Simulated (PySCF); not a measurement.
```xyz
20

C    -2.7779    0.1666   -1.4584
C    -1.9532   -0.2894   -0.4899
C    -2.3963   -1.1755    0.6019
C    -0.5155    0.1105   -0.5055
O     0.1881   -0.4663    0.5511
C     1.5444   -0.1875    0.6451
O     1.9515    0.6899   -0.3350
C     3.3151    1.0614   -0.3107
H    -2.4354    0.8162   -2.2468
H    -3.8186   -0.1087   -1.4762
H    -1.7997   -2.0901    0.6035
H    -2.1941   -0.7037    1.5658
H    -3.4507   -1.4198    0.5252
H    -0.4259    1.2127   -0.4706
H    -0.0524   -0.1625   -1.4719
H     1.7332    0.2108    1.6648
H     2.0918   -1.1535    0.5844
H     3.4492    1.7578   -1.1353
H     3.9641    0.1924   -0.4534
H     3.5771    1.5495    0.6324
```

Geometry: GFN2-xTB.

Level of theory: UKS B3LYP, pcH-1 on C H O, non-relativistic, mean-field spin-orbit, GIAO (PySCF 2.14.0, density-fitted response routines).

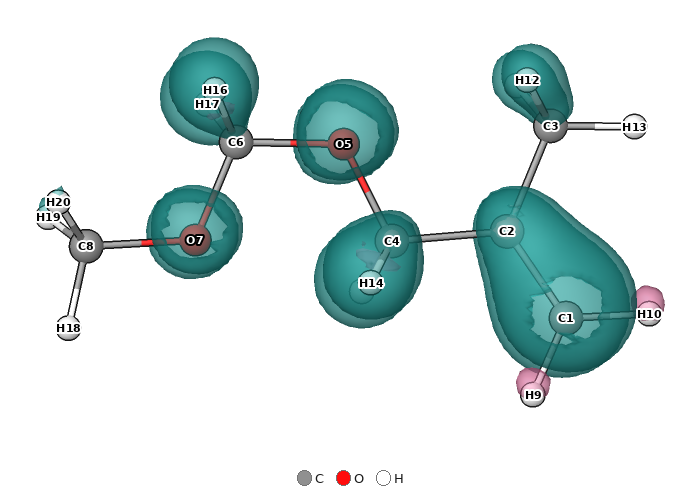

C$_{6}$H$_{12}$O$_{2}$ (charge +1, doublet). Isosurfaces of the spin density (α minus β) at +0.015 (teal) and −0.015 e/Å³ (pink), seen across its widest extent.

Describe the spin distribution.

The unpaired spin (1 electron) lies mostly on C1 (about 0.3), O5 (about 0.2), C2 (about 0.1) and O7 (about 0.1), in electrons by Hirshfeld's partition.
